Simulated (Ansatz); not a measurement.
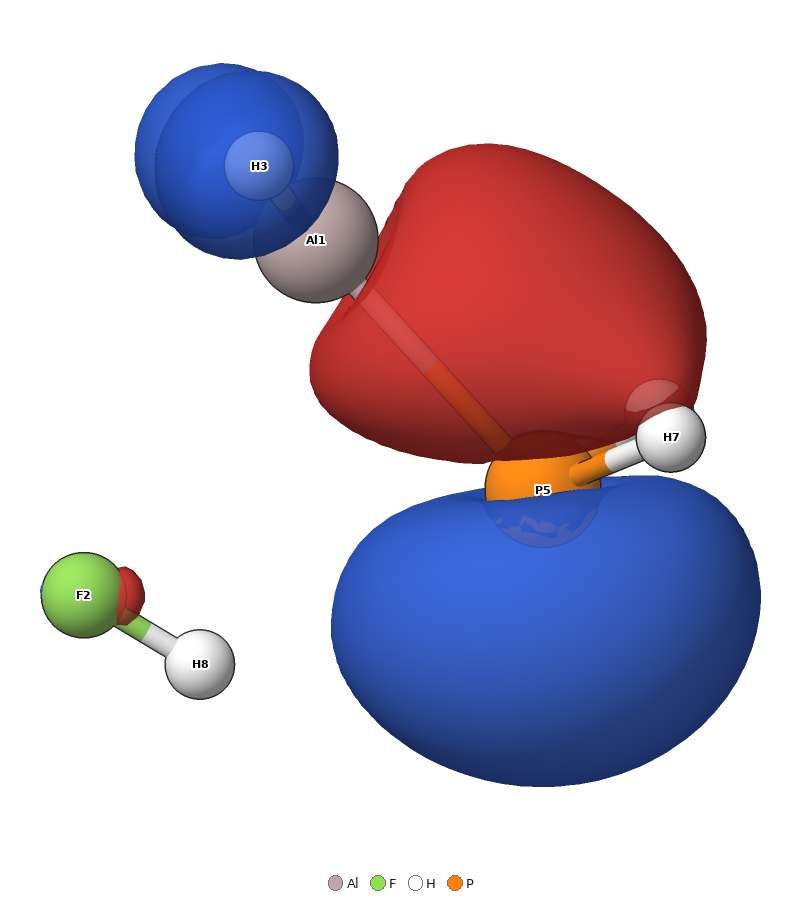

*AlH₄P···HF. The HOMO at ±0.1 Å⁻³ᐟ² (blue and red are the two phases), seen across its widest extent.*

Not at a stationary point (largest force 0.5 eV/Å).

These are results of RKS PBE0-D4/def2-SVP in Ansatz 0.2.0, not measurements.

Input file:

```
crystal:
  periodic: [false, false, false]
  atoms:
    - { symbol: Al, position_ang: [0.0, 0.0, 0.0] }
    - { symbol: F, position_ang: [0.0, 0.0, 2.04] }
    - { symbol: H, position_ang: [1.351, 0.0, -0.78] }
    - { symbol: H, position_ang: [-1.351, 0.0, -0.78] }
    - { symbol: P, position_ang: [0.1078, -2.446, 0.8135] }
    - { symbol: H, position_ang: [-0.6605, -3.268, -0.0528] }
    - { symbol: H, position_ang: [1.4574, -2.8876, 0.8103] }
    - { symbol: H, position_ang: [0.0528, -1.198, 1.9406] }
basis:
  gaussian: { orbitals: def2-SVP }
hamiltonian:
  xc: pbe0
  dispersion: d4
relax:
  f_tol: 0.15
  max_steps: 25
  restrain:
    - { distance: [0, 4], at: 2.28, k: 30.0 }
    - { distance: [7, 1], at: 0.92, k: 30.0 }
    - { distance: [0, 1], at: 2.89, k: 30.0 }
    - { distance: [7, 4], at: 2.62, k: 30.0 }
output:
  orbitals: {}
```

Launched as:

```sh
ansatz run input.yaml --threads 1 --pin off --max-ram 2048MiB --backend cpu --events-out ev --progress --plain --runs-dir out
```

The fields are those of the run's last geometry, not of the input's.

**Where does this orbital lie, and at what energy?**

It lies mainly on P5 (about 70 %) and Al1 (about 15 %); largely a lone pair of P5. Its energy is −7.31 eV.
